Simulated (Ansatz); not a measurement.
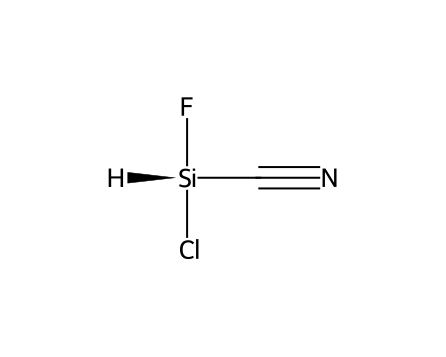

Skeletal drawing of a molecule.

> Give its SMILES.

N#C[Si@@H](F)Cl

> Give the formula, hydrogens included.

CHClFNSi.

> An optimisation with PBE0-D4/def2-TZVP gave a structure of which point group?

C1.

The parts below concern this one geometry. Atoms keep their numbers from picture to picture. The computed structure is the end point of a PBE0-D4/def2-TZVP optimisation.

### Geometry

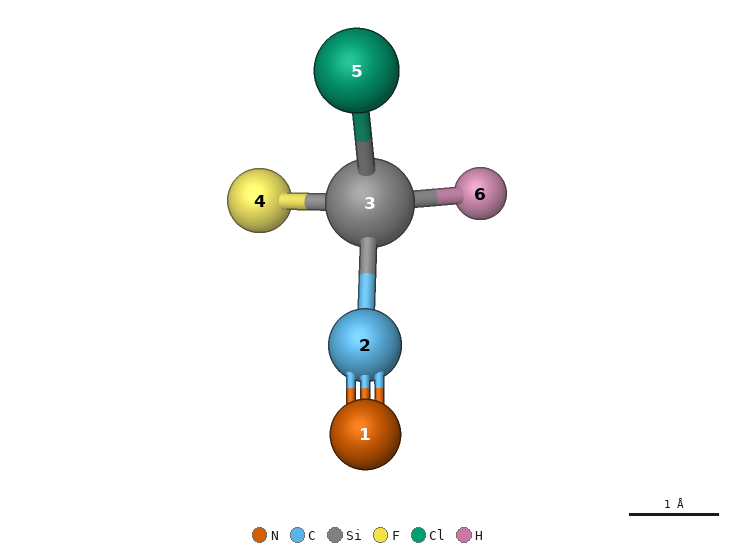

> What is the geometry at Si3?

Si3 has 4 neighbours (C2 at 1.84, F4 at 1.58, Cl5 at 2.02, H6 at 1.47 Å); the arrangement is tetrahedral.

> What is the geometry at C2?

C2 has 2 neighbours (N1 at 1.15, Si3 at 1.84 Å); the arrangement is linear.

### Electronic properties

Method: RKS PBE-D4/def2-TZVPP (Ansatz 0.2.0).

> Give the LUMO energy (Kohn–Sham orbital) at this level.

−2.44 eV.

> Estimate the dipole moment.

2.59 D.

> What is the HOMO energy (Kohn–Sham orbital)?

−8.65 eV.

### Vibrations

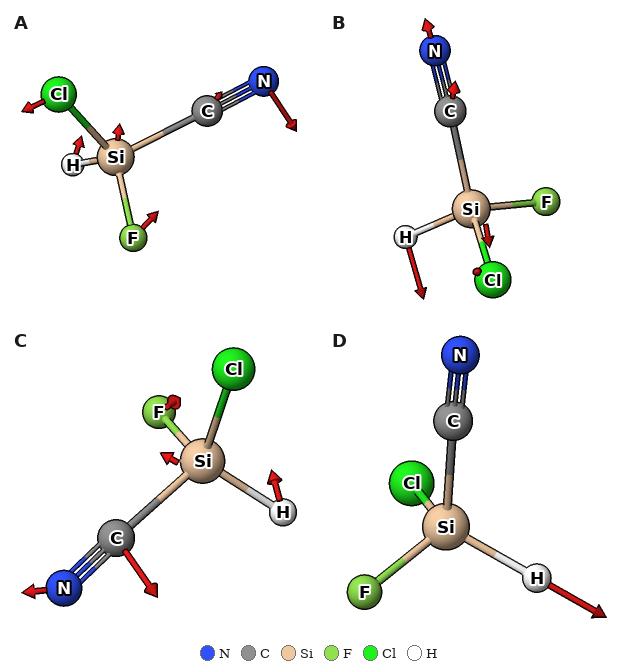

4 normal modes of one molecule or complex, as arrows. Harmonic vibrations computed with RKS PBE0-D4/def2-TZVP (Ansatz 0.2.0) at a stationary point of the same level.

> Match the panels to the wavenumbers 118 cm⁻¹, 393 cm⁻¹, 642 cm⁻¹, 2326 cm⁻¹.

A: 118 cm⁻¹
B: 642 cm⁻¹
C: 393 cm⁻¹, C–Si–F bending
D: 2326 cm⁻¹, Si–H stretching

### Charges

The questions are on Mulliken charges. Level of theory: RKS PBE-D4/def2-TZVPP (Ansatz 0.2.0).

> Which atom carries the highest charge (most positive or least negative)?

Si3 (0.64 e).

> And the lowest?

C2 (−0.26 e).

Give the Mulliken charges atom by atom.

```
atom  value (e)
  N1       0.05
  C2      −0.26
 Si3       0.64
  F4      −0.24
 Cl5      −0.15
  H6      −0.04
```

Mulliken values depend strongly on the basis set and can even reverse the polarity of a bond.
